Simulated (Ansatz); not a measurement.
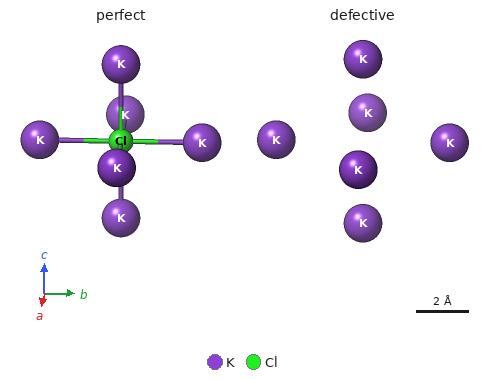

Left: perfect KCl. Right: the same region with one point defect, after relaxing the atoms in a supercell of 54 sites. Style: ball-and-stick. Shown: the atoms within 3.3 Å of one point, from a free direction.

Theory: DFT, PBE, plane-wave PAW, default files, scalar-relativistic in Ansatz. (plane-wave cutoff 420 eV; k-point mesh 2 × 2 × 2; occupations fermi dirac; smearing width 0.01 eV; no spin polarisation) A uniform background neutralises the charged cell. The axes drawn are those of the host's conventional cell.

> Which defect is it?

A chlorine atom is taken out (a vacancy).

The charge state of the cell is +1.

> How does the lattice respond?

Around the empty Cl site the host had 6 K at 3.15 Å; after relaxation the nearest atoms are 6 K at 3.36 Å. Of the host's atoms, a potassium atom moves furthest from its site, by 0.21 Å. Relaxing the atoms from the host's sites lowers the energy by 0.44 eV.

Limits of the set-up: the cell is charged, on a uniform background, and energies carry no finite-size correction.
